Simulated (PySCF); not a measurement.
Consider C$_{4}$H$_{11}$NSi$_{2}$.

Input file:

```
{"job": {"kind": "nmr", "xc": "PBE0", "basis": "pcSseg-1"}, "charge": 0, "multiplicity": 1}
C      2.002142    -1.188816     0.564840
C      1.422490    -0.157911     1.165317
C      0.275958     0.587164     0.651388
C      0.010456     1.807359     1.126391
N     -0.484214     0.010360    -0.378560
Si    -1.233033    -1.544933    -0.135546
Si    -0.885555     0.998234    -1.754241
H      1.638452    -1.576129    -0.371499
H      2.866228    -1.675942     0.984148
H      1.830790     0.228549     2.090026
H      0.626677     2.259022     1.883445
H     -0.820448     2.385755     0.764141
H     -2.684024    -1.394117    -0.273714
H     -0.741076    -2.468732    -1.161226
H     -0.894418    -1.994280     1.210742
H      0.216063     1.944167    -1.911367
H     -0.994146     0.082352    -2.888009
H     -2.161101     1.704214    -1.577933
```

Launched as:

```sh
OMP_NUM_THREADS=1 python probes_run.py task.json out
```

Geometry: GFN2-xTB.

These are results of PySCF 2.14.0, PBE0/pcSseg-1, SCF density, gas phase, non-relativistic, not measurements.

What can the converged electron density and electron localisation function tell about the bonding?

C–C (1.34 Å): ρ is about 2.3 e/Å³ halfway; the ELF peaks at about 0.95 between the atoms: a short, multiple covalent bond.
C–N (1.40 Å): ρ is about 2.1 e/Å³ halfway; the ELF peaks at about 0.90 between the atoms; a covalent bond.
C–H (1.08 Å): the density is about 2 e/Å³ at the midpoint; the ELF climbs to about 1 towards the hydrogen, as it does in any bond to H: a covalent bond by its length.
C–C (1.46 Å): ρ is about 1.9 e/Å³ halfway; the ELF peaks at about 0.95 between the atoms (a covalent bond).

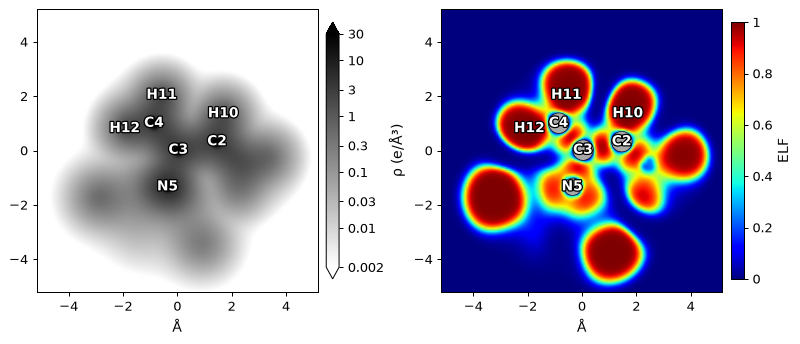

Computed electron density and electron localisation function on the plane of atoms C4, C3 and N5, in this order. Grey discs cover the atomic cores in the ELF map. 
